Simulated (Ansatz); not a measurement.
# BBrH2O2 + H2O: a complex and its separated parts, part 2 of 2

Ansatz 0.2.0, Gaussian basis.

## (13) CAM-B3LYP-D4/def2-TZVPP

The inputs:

parta/in.yaml

```yaml
crystal:
  periodic: [false, false, false]
  atoms:
    - {symbol: B, position_ang: [0.303213, -0.910611, 0.433883]}
    - {symbol: O, position_ang: [0.921140, -2.114270, 0.374203]}
    - {symbol: O, position_ang: [-0.565775, -0.519025, -0.517383]}
    - {symbol: Br, position_ang: [0.645698, 0.306913, 1.900219]}
    - {symbol: H, position_ang: [1.516688, -2.279435, 1.108376]}
    - {symbol: H, position_ang: [-0.674995, -1.183726, -1.204968]}
basis:
  gaussian: {orbitals: def2-TZVPP}
hamiltonian: {xc: {name: CAM-B3LYP}, dispersion: d4}
```

partb/in.yaml

```yaml
crystal:
  periodic: [false, false, false]
  atoms:
    - {symbol: O, position_ang: [-0.776488, 2.425128, -1.031262]}
    - {symbol: H, position_ang: [-0.547375, 2.797290, -0.177004]}
    - {symbol: H, position_ang: [-0.822106, 1.477734, -0.885967]}
basis:
  gaussian: {orbitals: def2-TZVPP}
hamiltonian: {xc: {name: CAM-B3LYP}, dispersion: d4}
```

Each run has its own folder and the same command.

Started as:

```console
$ ansatz run in.yaml --threads 8 --pin off --events-out ev --progress --plain --max-ram 19148MiB
```

Log of parta, cut to the lines that bear on the results:

```text
Functional definition: CAM-B3LYP
  name "CAM-B3LYP"
  cite "Yanai, Tew & Handy, Chem. Phys. Lett. 393, 51 (2004) doi:10.1016/j.cplett.2004.06.011"
  cite "Iikura, Tsuneda, Yanai & Hirao, J. Chem. Phys. 115, 3540 (2001) doi:10.1063/1.1383587"
  cite "Becke, Phys. Rev. A 38, 3098 (1988) doi:10.1103/PhysRevA.38.3098"
  cite "Lee, Yang & Parr, Phys. Rev. B 37, 785 (1988) doi:10.1103/PhysRevB.37.785"
[...]
1002 factors; their error is unknown
213 factors; integrals over basis functions are off by at most 2.1e-5 eV
[...]
mean field -74857.20910691 eV, -2750.9516946401 hartree, gradient 2.9e-5 eV, S^2 0.000000; 0 other end points of the search recorded, 0 dependent functions left out
reference -74857.20921216 eV, -2750.9516985082 hartree; 29, 29 occupied and 140, 140 virtual orbitals, 1002 factors
Total energy: -74857.30090465 eV, -2750.9550681451 hartree
```

partb printed, cut to the lines that bear on the results:

```text
[... 6 set-up lines as earlier in the session ...]
[...]
  # Exact exchange under (alpha + beta erf(omega r))/r, Becke's under what is left of 1/r.
[...]
269 factors; their error is unknown
72 factors; integrals over basis functions are off by at most 1.6e-5 eV
[...]
mean field -2079.99968118 eV, -76.4385784090 hartree, gradient 1.1e-5 eV, S^2 0.000000; 0 other end points of the search recorded, 0 dependent functions left out
reference -2079.99974861 eV, -76.4385808870 hartree; 5, 5 occupied and 54, 54 virtual orbitals, 269 factors
Total energy: -2080.00381459 eV, -76.4387303090 hartree
```

Wall times: 1.5 s (parta), 0.2 s (partb) on 8 threads of Arm Neoverse V1, shared host.

## (14) wB97X-V/def2-TZVPP

The same edit goes into each in.yaml of step 13 (parta, partb):

```diff
-hamiltonian: {xc: {name: CAM-B3LYP}, dispersion: d4}
+hamiltonian: {xc: {name: wB97X-V}}
```

The same command starts each run, in its folder.

Started as:

```console
$ ansatz run in.yaml --threads 8 --pin off --events-out ev --progress --plain --max-ram 19148MiB
```

Log of parta, cut to the lines that bear on the results:

```text
Functional definition: wB97X-V
  name "wB97X-V"
  cite "Mardirossian & Head-Gordon, Phys. Chem. Chem. Phys. 16, 9904 (2014) doi:10.1039/C3CP54374A"
[... 2 set-up lines as earlier in the session ...]
[...]
      + integral(e_c_pw_opposite_spin*poly(b97_u_opposite, cos0, cos1)) + vv10(b, c)
1002 factors; their error is unknown
192 factors; integrals over basis functions are off by at most 3.5e-5 eV
[...]
mean field -74847.43119096 eV, -2750.5923628568 hartree, gradient 2.3e-5 eV, S^2 0.000000; 0 other end points of the search recorded, 0 dependent functions left out
reference -74847.43118935 eV, -2750.5923627975 hartree; 29, 29 occupied and 140, 140 virtual orbitals, 1002 factors
Total energy: -74847.43118935 eV, -2750.5923627975 hartree
```

Log of partb, cut to the lines that bear on the results:

```text
[... 5 set-up lines as earlier in the session ...]
[...]
      + integral(e_c_pw_opposite_spin*poly(b97_u_opposite, cos0, cos1)) + vv10(b, c)
269 factors; their error is unknown
69 factors; integrals over basis functions are off by at most 2.2e-5 eV
[...]
mean field -2079.88767625 eV, -76.4344623038 hartree, gradient 2.2e-5 eV, S^2 0.000000; 0 other end points of the search recorded, 0 dependent functions left out
reference -2079.88767536 eV, -76.4344622709 hartree; 5, 5 occupied and 54, 54 virtual orbitals, 269 factors
Total energy: -2079.88767536 eV, -76.4344622709 hartree
```

They took 2.5 s (parta), 0.3 s (partb) on 8 threads of Arm Neoverse V1, shared host.

## (15) wB97M-V/def2-TZVPP

The same edit goes into each in.yaml of step 14 (parta, partb):

```diff
-hamiltonian: {xc: {name: wB97X-V}}
+hamiltonian: {xc: {name: wB97M-V}}
```

Each run has its own folder and the same command.

Started as:

```console
$ ansatz run in.yaml --threads 8 --pin off --events-out ev --progress --plain --max-ram 19148MiB
```

Log of parta, cut to the lines that bear on the results:

```text
Functional definition: wB97M-V
  name "wB97M-V"
  cite "Mardirossian & Head-Gordon, J. Chem. Phys. 144, 214110 (2016) doi:10.1063/1.4952647"
[... 2 set-up lines as earlier in the session ...]
  # Of w^i u^j: cxij and so on, Table III.
[...]
  gx(w, u) = 1 - cx + cx01*u + cx10*w
[...]
      + integral(e_c_pw_mod_opposite_spin*gos(b97_w_opposite, b97_u_opposite)) + vv10(b, c)
997 factors; their error is unknown
192 factors; integrals over basis functions are off by at most 3.5e-5 eV
[...]
mean field -74850.15597426 eV, -2750.6924967960 hartree, gradient 1.6e-5 eV, S^2 0.000000; 0 other end points of the search recorded, 0 dependent functions left out
reference -74850.15601373 eV, -2750.6924982466 hartree; 29, 29 occupied and 140, 140 virtual orbitals, 997 factors
Total energy: -74850.15601373 eV, -2750.6924982466 hartree
```

partb printed, cut to the lines that bear on the results:

```text
[... 5 set-up lines as earlier in the session ...]
  # Of w^i u^j: cxij and so on, Table III.
[...]
  gx(w, u) = 1 - cx + cx01*u + cx10*w
[...]
      + integral(e_c_pw_mod_opposite_spin*gos(b97_w_opposite, b97_u_opposite)) + vv10(b, c)
269 factors; their error is unknown
69 factors; integrals over basis functions are off by at most 2.2e-5 eV
[...]
mean field -2079.85939076 eV, -76.4334228312 hartree, gradient 2.9e-5 eV, S^2 0.000000; 0 other end points of the search recorded, 0 dependent functions left out
reference -2079.85941277 eV, -76.4334236400 hartree; 5, 5 occupied and 54, 54 virtual orbitals, 269 factors
Total energy: -2079.85941277 eV, -76.4334236400 hartree
```

Times: 3.7 s (parta), 0.3 s (partb) on 8 threads of Arm Neoverse V1, shared host.

## (16) B2PLYP/def2-TZVPP

Each input of step 15 (parta, partb) changes in the same lines:

```diff
-hamiltonian: {xc: {name: wB97M-V}}
+hamiltonian: {xc: {name: B2PLYP}}
```

The same command starts each run, in its folder.

Started as:

```console
$ ansatz run in.yaml --threads 8 --pin off --events-out ev --progress --plain --max-ram 19148MiB
```

Output in parta, cut to the lines that bear on the results:

```text
Functional definition: B2PLYP
  name "B2PLYP"
  cite "Grimme, J. Chem. Phys. 124, 034108 (2006) doi:10.1063/1.2148954"
[... 2 set-up lines as earlier in the session ...]
[...]
1097 factors; integrals over basis functions are off by at most 8.8e-4 eV
[...]
mean field -74834.37481737 eV, -2750.1125499773 hartree, gradient 4.0e-6 eV, S^2 0.000000; 0 other end points of the search recorded, 0 dependent functions left out
12 core orbitals not correlated: weight in the atoms' cores, before any rotation towards them, 1.000 or more for the frozen orbitals, at most 0.000 for the correlated occupied ones
reference -74834.37495232 eV, -2750.1125549368 hartree; 17, 17 occupied and 140, 140 virtual orbitals, 1097 factors
second order -27.56157665 eV of doubles, -0.00000000 eV of singles
Total energy: -74841.81657802 eV, -2750.3860296370 hartree
```

Log of partb, cut to the lines that bear on the results:

```text
[... 5 set-up lines as earlier in the session ...]
[...]
361 factors; integrals over basis functions are off by at most 7.6e-4 eV
[...]
mean field -2077.03829743 eV, -76.3297495633 hartree, gradient 8.4e-7 eV, S^2 0.000000; 0 other end points of the search recorded, 0 dependent functions left out
1 core orbitals not correlated: weight in the atoms' cores, before any rotation towards them, 1.000 or more for the frozen orbitals, at most 0.000 for the correlated occupied ones
reference -2077.03838245 eV, -76.3297526879 hartree; 4, 4 occupied and 54, 54 virtual orbitals, 361 factors
second order -8.41870229 eV of doubles, -0.00000000 eV of singles
Total energy: -2079.31143207 eV, -76.4132857206 hartree
```

Wall times: 2.3 s (parta), 0.2 s (partb) on 8 threads of Arm Neoverse V1, shared host.

## (17) PBE-QIDH/def2-TZVPP

The same edit goes into each in.yaml of step 16 (parta, partb):

```diff
-hamiltonian: {xc: {name: B2PLYP}}
+hamiltonian: {xc: {name: PBE-QIDH}}
```

One command serves all of them, each in its own folder.

Started as:

```console
$ ansatz run in.yaml --threads 8 --pin off --events-out ev --progress --plain --max-ram 19148MiB
```

parta printed, cut to the lines that bear on the results:

```text
Functional definition: PBE-QIDH
  name "PBE-QIDH"
  cite "Brémond, Sancho-García, Pérez-Jiménez & Adamo, J. Chem. Phys. 141, 031101 (2014) doi:10.1063/1.4890314"
[... 1 set-up line as earlier in the session ...]
[...]
1097 factors; integrals over basis functions are off by at most 8.8e-4 eV
[...]
mean field -74824.49747841 eV, -2749.7495644656 hartree, gradient 6.1e-6 eV, S^2 0.000000; 0 other end points of the search recorded, 0 dependent functions left out
12 core orbitals not correlated: weight in the atoms' cores, before any rotation towards them, 1.000 or more for the frozen orbitals, at most 0.000 for the correlated occupied ones
reference -74824.49748814 eV, -2749.7495648230 hartree; 17, 17 occupied and 140, 140 virtual orbitals, 1097 factors
second order -25.71769553 eV of doubles, -0.00000000 eV of singles
Total energy: -74833.07005331 eV, -2750.0646007826 hartree
```

Log of partb, cut to the lines that bear on the results:

```text
[... 4 set-up lines as earlier in the session ...]
[...]
361 factors; integrals over basis functions are off by at most 7.6e-4 eV
[...]
mean field -2075.58438939 eV, -76.2763194284 hartree, gradient 2.2e-6 eV, S^2 0.000000; 0 other end points of the search recorded, 0 dependent functions left out
1 core orbitals not correlated: weight in the atoms' cores, before any rotation towards them, 1.000 or more for the frozen orbitals, at most 0.000 for the correlated occupied ones
reference -2075.58439488 eV, -76.2763196302 hartree; 4, 4 occupied and 54, 54 virtual orbitals, 361 factors
second order -7.85897584 eV of doubles, -0.00000000 eV of singles
Total energy: -2078.20405349 eV, -76.3725903086 hartree
```

They took 2.1 s (parta), 0.2 s (partb) on 8 threads of Arm Neoverse V1, shared host.

## (18) RPA on PBE/def2-TZVPP

Each input of step 17 (parta, partb) changes in the same lines:

```diff
-hamiltonian: {xc: {name: PBE-QIDH}}
+hamiltonian: {xc: pbe}
+correlation: {method: rpa}
```

The same command starts each run, in its folder.

Started as:

```console
$ ansatz run in.yaml --threads 8 --pin off --events-out ev --progress --plain --max-ram 19148MiB
```

parta printed, cut to the lines that bear on the results:

```text
[... 4 set-up lines as earlier in the session ...]
[...]
1097 factors; integrals over basis functions are off by at most 8.8e-4 eV
[...]
mean field -74839.48915994 eV, -2750.3004986001 hartree, gradient 2.8e-6 eV, S^2 0.000000; 0 other end points of the search recorded, 0 dependent functions left out
12 core orbitals not correlated: weight in the atoms' cores, before any rotation towards them, 1.000 or more for the frozen orbitals, at most 0.000 for the correlated occupied ones
reference -74781.79606858 eV, -2748.1803165983 hartree; 17, 17 occupied and 140, 140 virtual orbitals, 1097 factors
Total energy: -74816.63632950 eV, -2749.4606725716 hartree
```

Output in partb, cut to the lines that bear on the results:

```text
[... 4 set-up lines as earlier in the session ...]
[...]
361 factors; integrals over basis functions are off by at most 7.6e-4 eV
[...]
mean field -2078.40754629 eV, -76.3800685310 hartree, gradient 2.1e-6 eV, S^2 0.000000; 0 other end points of the search recorded, 0 dependent functions left out
1 core orbitals not correlated: weight in the atoms' cores, before any rotation towards them, 1.000 or more for the frozen orbitals, at most 0.000 for the correlated occupied ones
reference -2069.53700568 eV, -76.0540821762 hartree; 4, 4 occupied and 54, 54 virtual orbitals, 361 factors
Total energy: -2080.48262922 eV, -76.4563264220 hartree
```

They took 1.6 s (parta), 0.2 s (partb) on 8 threads of Arm Neoverse V1, shared host.

## (19) CCSD(T)/def2-TZVPP

The same edit goes into each in.yaml of step 18 (parta, partb):

```diff
-hamiltonian: {xc: pbe}
-correlation: {method: rpa}
+correlation: {method: ccsd_t}
```

One command serves all of them, each in its own folder.

Started as:

```console
$ ansatz run in.yaml --threads 8 --pin off --events-out ev --progress --plain --max-ram 19148MiB
```

parta printed, cut to the lines that bear on the results:

```text
Functional definition: HF
  name "HF"
  cite "Fock, Z. Phys. 61, 126 (1930) doi:10.1007/BF01340294"
[... 1 set-up line as earlier in the session ...]
[...]
1097 factors; integrals over basis functions are off by at most 8.8e-4 eV
[...]
mean field -74783.08535809 eV, -2748.2276971140 hartree, gradient 1.4e-6 eV, S^2 0.000000; 0 other end points of the search recorded, 0 dependent functions left out
12 core orbitals not correlated: weight in the atoms' cores, before any rotation towards them, 1.000 or more for the frozen orbitals, at most 0.000 for the correlated occupied ones
reference -74783.08535809 eV, -2748.2276971140 hartree; 17, 17 occupied and 140, 140 virtual orbitals, 1097 factors
second order -23.08876412 eV of doubles, -0.00000000 eV of singles
cycle   1  -22.82072422 eV  change    2.7e-1 eV  update   9.2e-2
[...]
cycle   8  -23.36795622 eV  change    3.7e-5 eV  update   3.1e-5
perturbative correction -0.84180240 eV, -0.0309356675 hartree
Total energy: -74807.29511671 eV, -2749.1173893332 hartree
```

Log of partb, cut to the lines that bear on the results:

```text
[... 4 set-up lines as earlier in the session ...]
[...]
361 factors; integrals over basis functions are off by at most 7.6e-4 eV
[...]
mean field -2069.76244873 eV, -76.0623670556 hartree, gradient 3.6e-6 eV, S^2 0.000000; 0 other end points of the search recorded, 0 dependent functions left out
1 core orbitals not correlated: weight in the atoms' cores, before any rotation towards them, 1.000 or more for the frozen orbitals, at most 0.000 for the correlated occupied ones
reference -2069.76244873 eV, -76.0623670556 hartree; 4, 4 occupied and 54, 54 virtual orbitals, 361 factors
second order -7.10555636 eV of doubles, -0.00000000 eV of singles
cycle   1  -7.11162220 eV  change   -6.1e-3 eV  update   4.1e-2
[...]
cycle   8  -7.26607412 eV  change    3.2e-6 eV  update   7.2e-6
perturbative correction -0.20740207 eV, -0.0076218856 hartree
Total energy: -2077.23592493 eV, -76.3370122400 hartree
```

They took 22 s (parta), 0.2 s (partb) on 8 threads of Arm Neoverse V1, shared host; peak memory 1.6 GiB.

## (20) Vibrations of BBrH2O2

vib-parta/in.yaml reads:

```yaml
crystal:
  periodic: [false, false, false]
  atoms:
    - {symbol: B, position_ang: [0.303213, -0.910611, 0.433883]}
    - {symbol: O, position_ang: [0.921140, -2.114270, 0.374203]}
    - {symbol: O, position_ang: [-0.565775, -0.519025, -0.517383]}
    - {symbol: Br, position_ang: [0.645698, 0.306913, 1.900219]}
    - {symbol: H, position_ang: [1.516688, -2.279435, 1.108376]}
    - {symbol: H, position_ang: [-0.674995, -1.183726, -1.204968]}
basis:
  gaussian: {orbitals: def2-TZVP}
hamiltonian: {xc: pbe0, dispersion: d4}
phonons: {temperatures: {t_min: 298.15, t_max: 900, t_step: 200}}
```

Started as:

```console
$ ansatz run in.yaml --threads 8 --pin off --events-out ev --progress --plain --max-ram 19148MiB
```

The log of the run, cut to the lines that bear on the results:

```text
[... 5 set-up lines as earlier in the session ...]
[...]
972 factors; their error is unknown
[...]
mean field -74841.97699649 eV, -2750.3919249071 hartree, gradient 1.7e-5 eV, S^2 0.000000; 0 other end points of the search recorded, 0 dependent functions left out
[...]
Atom 3 at     0.645698     0.306913     1.900219 Å, force    -0.000669    -0.000058    -0.000949 eV/Å
Atom 4 at     1.516688    -2.279435     1.108376 Å, force     0.000059    -0.000105    -0.000126 eV/Å
Atom 5 at    -0.674995    -1.183726    -1.204968 Å, force     0.000379     0.000204     0.000754 eV/Å
Dipole moment:     0.121585    -0.384642    -0.129298 e Å
Vibrations: 293.37 338.52 481.61 529.88 574.64 609.81 997.86 1010.34 1270.16 1479.51 3860.12 3901.06 cm⁻¹, zero-point energy 0.951385 eV
```

It took 27 s on 8 threads of Arm Neoverse V1, shared host.

Wavenumbers and character of the modes:

| mode | wavenumber (cm⁻¹) | character |
| --- | --- | --- |
| 1 | 293 | bend |
| 2 | 339 | bend with B–Br stretch |
| 3 | 482 | torsion |
| 4 | 530 | torsion |
| 5 | 575 | B–Br stretch with bend |
| 6 | 610 | wag or twist |
| 7 | 998 | bend with B–O stretch |
| 8 | 1010 | bend |
| 9 | 1270 | B–O stretch with bend |
| 10 | 1480 | B–O stretch |
| 11 | 3860 | O–H stretch |
| 12 | 3901 | O–H stretch |

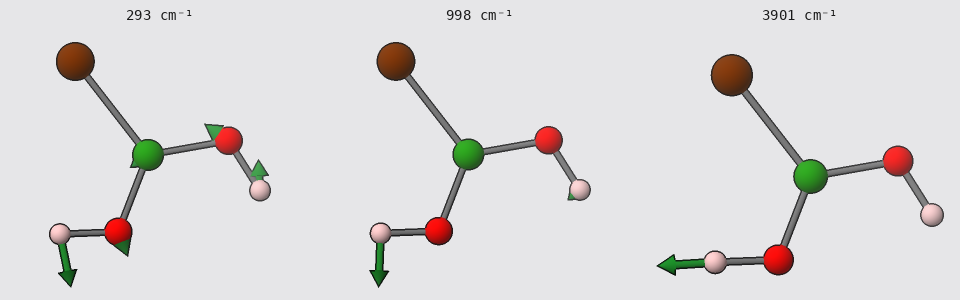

How the atoms move in 3 of the modes.

Vibrational sums (real modes only):

| T (K) | entropy (J/mol/K) | heat capacity (J/mol/K) |
| --- | --- | --- |
| 298 | 21.4 | 37.0 |
| 498 | 45.5 | 56.4 |
| 698 | 66.4 | 67.0 |
| 898 | 84.1 | 73.5 |

## (21) Vibrations of H2O

vib-partb/in.yaml reads:

```yaml
crystal:
  periodic: [false, false, false]
  atoms:
    - {symbol: O, position_ang: [-0.776488, 2.425128, -1.031262]}
    - {symbol: H, position_ang: [-0.547375, 2.797290, -0.177004]}
    - {symbol: H, position_ang: [-0.822106, 1.477734, -0.885967]}
basis:
  gaussian: {orbitals: def2-TZVP}
hamiltonian: {xc: pbe0, dispersion: d4}
phonons: {temperatures: {t_min: 298.15, t_max: 900, t_step: 200}}
```

Started as:

```console
$ ansatz run in.yaml --threads 8 --pin off --events-out ev --progress --plain --max-ram 19148MiB
```

The log of the run, cut to the lines that bear on the results:

```text
[... 5 set-up lines as earlier in the session ...]
[...]
239 factors; their error is unknown
[...]
mean field -2078.33307660 eV, -76.3773318203 hartree, gradient 1.2e-5 eV, S^2 0.000000; 0 other end points of the search recorded, 0 dependent functions left out
[...]
Total energy: -2078.33734645 eV, -76.3774887344 hartree
Atom 0 at    -0.776488     2.425128    -1.031262 Å, force     0.000008    -0.000026     0.000045 eV/Å
Atom 1 at    -0.547375     2.797290    -0.177004 Å, force     0.000355     0.001738     0.000904 eV/Å
Atom 2 at    -0.822106     1.477734    -0.885967 Å, force    -0.000363    -0.001712    -0.000949 eV/Å
Dipole moment:     0.067657    -0.212097     0.368548 e Å
Vibrations: 1622.98 3851.99 3959.60 cm⁻¹, zero-point energy 0.584869 eV
```

It took 0.5 s on 8 threads of Arm Neoverse V1, shared host.

Wavenumbers and character of the modes:

| mode | wavenumber (cm⁻¹) | character |
| --- | --- | --- |
| 1 | 1623 | bend |
| 2 | 3852 | O–H stretch |
| 3 | 3960 | O–H stretch |

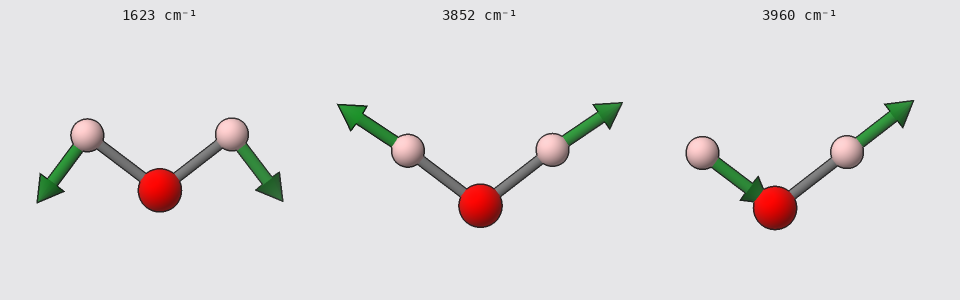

Displacements of 3 modes, as arrows.

Vibrational sums (real modes only):

| T (K) | entropy (J/mol/K) | heat capacity (J/mol/K) |
| --- | --- | --- |
| 298 | 0.0 | 0.2 |
| 498 | 0.4 | 1.7 |
| 698 | 1.4 | 3.9 |
| 898 | 2.6 | 6.1 |

## (22) Complex less separated parts

The complex's own energies come from single points at the same levels.

Rows are in def2-TZVPP; times add the 3 runs of a level on a shared host, so small differences are noise.

Differences are taken before rounding.

| method | rung | complex less parts (kJ/mol) | from CCSD(T) (kJ/mol) | time |
| --- | --- | --- | --- | --- |
| SPW92 | LDA | -27.2 | -10.4 | 1.2 s |
| PBE-D4 | GGA | -19.3 | -2.5 | 1.9 s |
| BLYP-D4 | GGA | -18.3 | -1.5 | 2 s |
| r2SCAN-D4 | meta-GGA | -18.1 | -1.3 | 4.2 s |
| B97M-V | meta-GGA | -18.1 | -1.2 | 7.1 s |
| PBE0-D4 | hybrid | -18.3 | -1.5 | 3.8 s |
| B3LYP-D4 | hybrid | -18.6 | -1.7 | 2.9 s |
| r2SCAN0-D4 | hybrid | -18.0 | -1.1 | 5.1 s |
| BHLYP-D4 | hybrid | -19.0 | -2.2 | 2.5 s |
| CAM-B3LYP-D4 | range-separated hybrid | -19.8 | -2.9 | 3.5 s |
| wB97X-V | range-separated hybrid | -17.8 | -0.9 | 7.8 s |
| wB97M-V | range-separated hybrid | -17.8 | -1.0 | 8.7 s |
| B2PLYP | double hybrid | -15.0 | +1.8 | 6 s |
| PBE-QIDH | double hybrid | -15.9 | +0.9 | 5.6 s |
| RPA on PBE | RPA | -14.4 | +2.4 | 6.4 s |
| Hartree-Fock | wavefunction | -8.8 | +8.0 |  |
| MP2 | wavefunction | -17.1 | -0.3 |  |
| CCSD | wavefunction | -15.5 | +1.3 |  |
| CCSD(T) | wavefunction | -16.8 | 0 | 2.5 min |

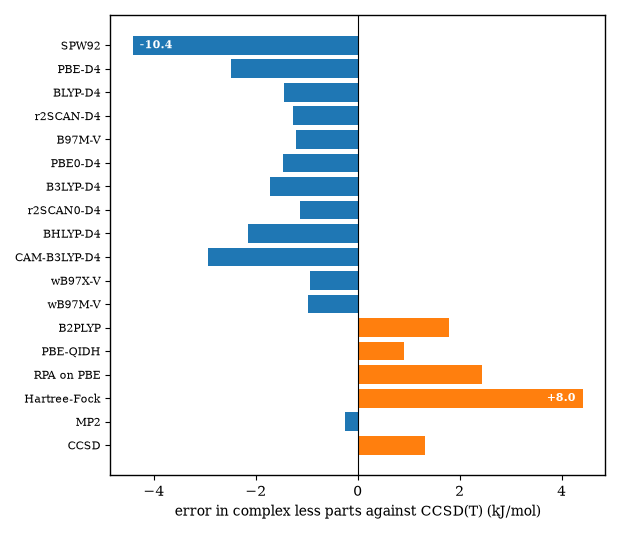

Error of each method against CCSD(T). Bars with a number in them are cut short.

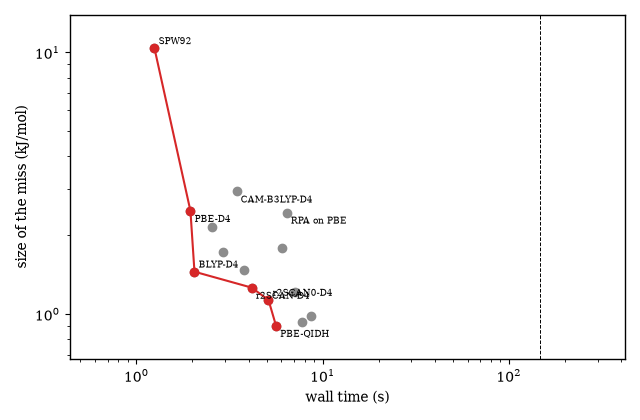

Accuracy for the time spent; red marks the levels that beat every quicker one drawn (of those quicker than the yardstick), and the dashed line is the time of CCSD(T). Only those levels and the largest misses are named. Times are from a shared host.

PBE-QIDH reaches 0.9 kJ/mol from the reference in 5.6 s, where CCSD(T) took 2.5 min; the quickest level in the cost chart, SPW92, takes 1.2 s and misses by 10.4 kJ/mol.

The complex's zero-point energy, from a separate PBE0-D4 run, is 1.590 eV.

## (23) What came out

What follows sums up all 2 parts.

| quantity | value |
| --- | --- |
| complex less parts, CCSD(T)/def2-TZVPP | -16.8 kJ/mol |
| with zero-point energy | -11.6 kJ/mol |
| largest T1 diagnostic | 0.010 |

What this shows: At CCSD(T) the complex lies 16.8 kJ/mol below its parts. PBE-QIDH is the best functional here (+0.9 kJ/mol from CCSD(T)); SPW92 is the worst (-10.4 kJ/mol). wB97X-V is as near within the digits shown. Mean unsigned error by rung: LDA 10.4, GGA 2.0, meta-GGA 1.2, hybrid 1.6, range-separated hybrid 1.6, double hybrid 1.3 kJ/mol. The double hybrids carry no dispersion term here, unlike the levels marked D4 or V. PBE-D4 gives a relative energy 2.5 kJ/mol too low, inside chemical accuracy (1 kcal/mol, 4.2 kJ/mol). No counterpoise was applied, and triple zeta lacks some correlation, so the CCSD(T) reference has a basis error of its own, and close matches with it are partly luck.
